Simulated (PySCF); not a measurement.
# Gd(SH)3: forces at shaken geometries

How stiff is Gd(SH)3? Its atoms are displaced at random by several amounts. The species was built from a template and needn't be a known compound.

Program: PySCF 2.14.0. Level of theory: PBE, Gd lcecp-1-SVP with ECP53, S def2-SVP, H def2-SVP; scalar-relativistic core potentials, no spin–orbit coupling. These are calculated values, not measurements.

3 further runs of the same task are left out: 2 for a known fault of the program, 1 that didn't finish.

## Step 1: Starting geometry

7 atoms, charge 0, spin multiplicity 1.

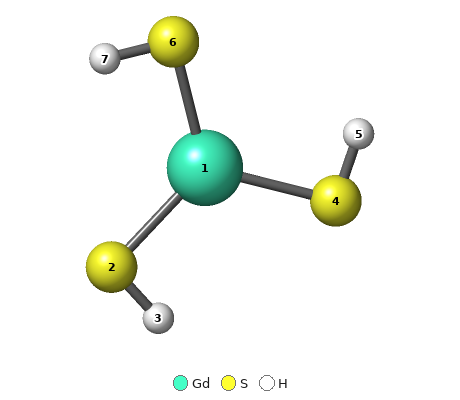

The structure; gadolinium teal, sulfur yellow, hydrogen white; atoms are numbered from 1 in the order of the file.

Coordinates:

```
Gd    0.0000    0.0000    0.7985
S     2.5689   -0.4044    1.0029
H     2.8524    0.9317    1.0384
S    -0.9342    2.4269    1.0029
H    -2.2331    2.0044    1.0384
S    -1.6347   -2.0225    1.0029
H    -0.6193   -2.9361    1.0384
```

Formal oxidation states: Gd +3. Each metal's 7 4f electrons lie in its core potential, so multiplicities, spins and levels count the valence alone. An earlier session relaxed this geometry at PBE, Gd lcecp-1-SVP with ECP53, S def2-SVP, H def2-SVP (singlet, point group C3).

Its energy there is -1231.554100 Eh.

## Step 2: Atoms moved at random, σ = 0.1 Å

The input, run.py (the lines that set the calculation):

```python
mol = gto.M(atom='''
Gd    -0.03562    -0.18541     0.92994
S      2.59520    -0.24307     0.94870
H      2.74220     1.04748     0.95726
S     -0.84807     2.33494     1.12521
H     -2.27797     1.88622     0.99207
S     -1.53738    -1.96928     1.03820
H     -0.63836    -2.87089     0.93127''',
    basis={'Gd': 'lcecp-1-SVP', 'S': 'def2-SVP', 'H': 'def2-SVP'},
    ecp={'Gd': 'lcecp-1-SVP'},
    charge=0, spin=0)
mf = dft.RKS(mol, xc='PBE')
mf.grids.atom_grid = (50, 194)  # f atoms: unpruned, at least (60, 302)
mf = mf.density_fit()  # fitting sets: Gd AutoAux, S def2-universal-JKFIT, H def2-universal-JKFIT
mf.conv_tol = 1e-08; mf.max_cycle = 55
mf.kernel(dm0)  # dm0: the density of the relaxed state
```

Command:

```console
$ OMP_NUM_THREADS=2 python run.py
```

## Step 3: Atoms moved at random, σ = 0.15 Å

The input, run.py (the lines that set the calculation):

```python
mol = gto.M(atom='''
Gd     0.04053     0.26337     0.78016
S      2.79861    -0.52610     0.92832
H      2.76781     1.11235     1.24036
S     -1.08444     2.39408     0.73917
H     -2.03571     1.96505     1.06071
S     -1.68912    -2.10348     0.97810
H     -0.79769    -3.10527     1.19583''',
    basis={'Gd': 'lcecp-1-SVP', 'S': 'def2-SVP', 'H': 'def2-SVP'},
    ecp={'Gd': 'lcecp-1-SVP'},
    charge=0, spin=0)
mf = dft.RKS(mol, xc='PBE')
mf.grids.atom_grid = (50, 194)  # f atoms: unpruned, at least (60, 302)
mf = mf.density_fit()  # fitting sets: Gd AutoAux, S def2-universal-JKFIT, H def2-universal-JKFIT
mf.conv_tol = 1e-08; mf.max_cycle = 55
mf.kernel(dm0)  # dm0: the density of the relaxed state
```

## Step 4: Atoms moved at random, σ = 0.1 Å

The input, run.py (the lines that set the calculation):

```python
mol = gto.M(atom='''
Gd    -0.13968     0.02282     0.84837
S      2.71539    -0.40573     0.93666
H      2.77708     1.01953     1.02215
S     -0.89458     2.39632     1.07983
H     -2.11369     1.89788     1.05576
S     -1.64700    -2.01047     0.85677
H     -0.69753    -2.92035     1.12312''',
    basis={'Gd': 'lcecp-1-SVP', 'S': 'def2-SVP', 'H': 'def2-SVP'},
    ecp={'Gd': 'lcecp-1-SVP'},
    charge=0, spin=0)
mf = dft.RKS(mol, xc='PBE')
mf.grids.atom_grid = (50, 194)  # f atoms: unpruned, at least (60, 302)
mf = mf.density_fit()  # fitting sets: Gd AutoAux, S def2-universal-JKFIT, H def2-universal-JKFIT
mf.conv_tol = 1e-08; mf.max_cycle = 55
mf.kernel(dm0)  # dm0: the density of the relaxed state
```

Before running it: what results should come out? Wanted: for each run, σ; energy rise; harmonic estimate −½ F·u; largest force component.

As calculated:

| σ (Å) | energy rise (eV) | harmonic estimate −½ F·u (eV) | largest force component (eV/Å) |
| --- | --- | --- | --- |
| 0.1 | 0.940 | 1.009 | 4.55 |
| 0.15 | 3.190 | 3.004 | 12.45 |
| 0.1 | 0.496 | 0.461 | 2.88 |

Every displacement raises the energy. For a harmonic well the rise equals −½ F·u; the two differ by at most 7 % here (a move with σ = 0.1 Å), from anharmonicity, the grid and the small forces left at the relaxed point. The bases are small and lack diffuse functions. Spin–orbit coupling is left out.
